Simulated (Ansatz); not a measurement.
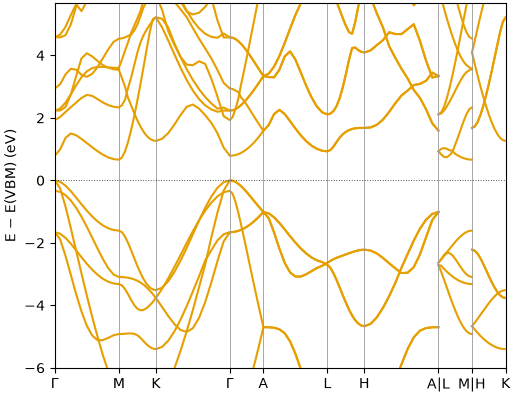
Figure: Band structure from DFT-r²SCAN in the program Ansatz with PAW potentials

**Question.** Read off the gap and where the band edges lie.

**Answer.** About 0.7 eV (0.66 eV by a search for the band edges); maximum at Γ, minimum at M.

**Question.** Which compound is it?
(A) SiGe, wurtzite
(B) Si2W, P6_222 (Si on 6j, W on 3d)
(C) CdTe, wurtzite
(D) Si2Mo, P6_222 (Si on 6j, Mo on 3d)

**Answer.** A, SiGe, wurtzite

Space group P6_3mc (wurtzite). The workflow started from a Materials Project entry (that database holds measured and hypothetical structures alike); the Crystallography Open Database copy checked does not list it. Its standing as an ambient phase is unchecked. Symmetry was held in the r²SCAN relaxation; of distortions, only those at the zone centre were tested. Spin–orbit coupling is left out wherever it is not named.

Potentials: the earlier of the program's two PAW sets.
